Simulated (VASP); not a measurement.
Band structure of GaP (zinc blende). Method: PBE GGA with spin-orbit coupling, VASP's PBE PAW potentials (set 64) (plane waves; VASP 6.6.1).

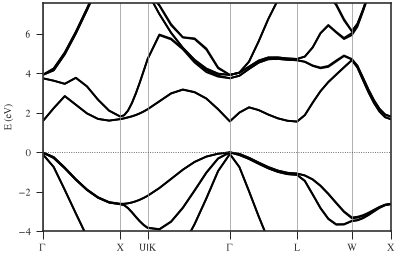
Figure. Bands along high-symmetry lines, zero at the valence-band maximum or, without a gap, the Fermi level

### Question
Read the plot: is there a gap, and where are the band edges?

### Answer
The gap is indirect, 1.56 eV, from the valence maximum at Γ to the conduction minimum at L.

Measured: gap 2.43 eV (computed value off by -0.87 eV), as given by Wei Chen et al., Physical Review Materials (2018), doi:10.1103/physrevmaterials.2.073803 [zero-point renormalisation of 0.08 eV added back (the table's ZPR column)].

The compound is GaP in the zinc blende structure. It was relaxed first.
